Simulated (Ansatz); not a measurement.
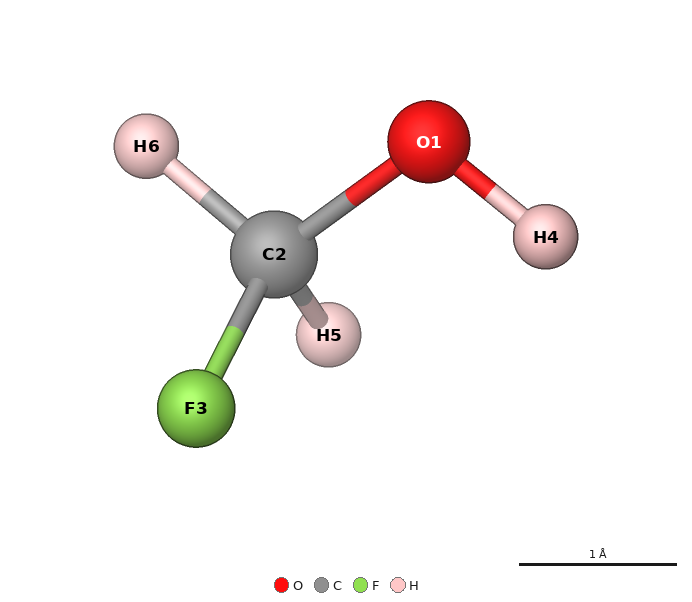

Simulated data, not a measurement (program: Ansatz).

Orthographic view. Depth is shown by fading: the farther an atom, the more it takes the colour of the background. Geometry: moved along internal coordinates away from the minimum.

Write a MOL file (V2000) with the atoms in numerical order, bonds sorted by atom number with the orders drawn, and coordinates in the frame of the picture: x right, y up, z towards the viewer, origin at the mean position.

```
CH3FO
                    3D

  6  5  0  0  0  0  0  0  0  0999 V2000
    0.6900    0.7100    0.4500 O   0  0  0  0  0  0  0  0  0  0  0  0
   -0.2900   -0.0000   -0.1700 C   0  0  0  0  0  0  0  0  0  0  0  0
   -0.7900   -0.9900    0.6700 F   0  0  0  0  0  0  0  0  0  0  0  0
    1.4400    0.1100    0.5100 H   0  0  0  0  0  0  0  0  0  0  0  0
    0.0600   -0.5200   -1.0700 H   0  0  0  0  0  0  0  0  0  0  0  0
   -1.1100    0.6900   -0.3900 H   0  0  0  0  0  0  0  0  0  0  0  0
  1  2  1  0
  1  4  1  0
  2  3  1  0
  2  5  1  0
  2  6  1  0
M  END
```
